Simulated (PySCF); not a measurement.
Ru(Cp)(CO)2(Et), C₉H₁₀O₂Ru, singlet at its GFN2-xTB optimised geometry (Å):

```
22

Ru    -0.0260    -0.3360     0.0000
C      1.0931     0.0288    -1.9501
C      1.7675    -0.9595    -1.1917
C      2.2480    -0.3360     0.0000
C      1.8160     1.0026     0.0000
C      1.0664     1.2249    -1.1977
H      0.7498    -0.0855    -2.9703
H      2.0950    -1.9216    -1.5658
H      2.9285    -0.7835     0.7120
H      2.1140     1.7671     0.7050
H      0.7661     2.1964    -1.5704
O     -1.9101     1.3307     1.6169
C     -1.2069     0.6782     0.9855
O     -0.4252    -2.6536     1.8446
C     -0.3008    -1.7671     1.1257
C     -1.6979    -1.0289    -1.1506
C     -2.4166     0.1010    -1.8753
H     -2.4415    -1.5940    -0.5758
H     -1.2688    -1.7181    -1.8910
H     -1.7355     0.7033    -2.4757
H     -2.9285     0.7541    -1.1699
H     -3.1703    -0.3118    -2.5497
```

Method: PySCF with CAM-B3LYP/def2-SVP, def2 effective core potentials past Kr. The core electrons that the potentials of Ru replace are not part of the density. Cells within 0.4 Å of a nucleus heavier than hydrogen are left out (blank, or x).

Map of the Laplacian of the electron density (e/bohr⁵), clipped to [-1.50, 1.50] on the plane z = 0.0 Å:

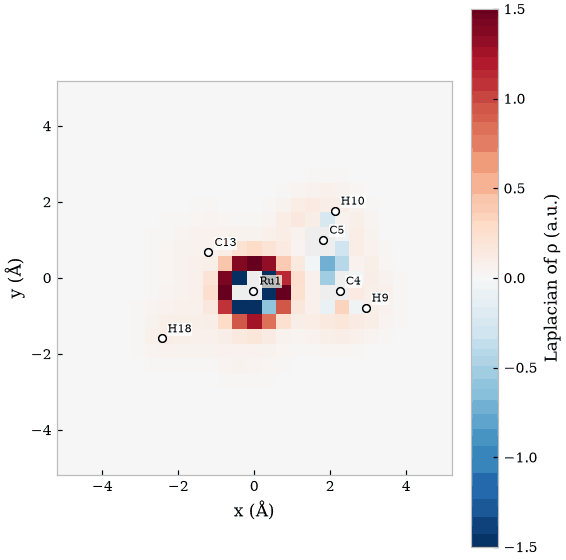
*Laplacian of the electron density (e/bohr⁵), clipped to [-1.50, 1.50] on the plane z = 0.0 Å.*
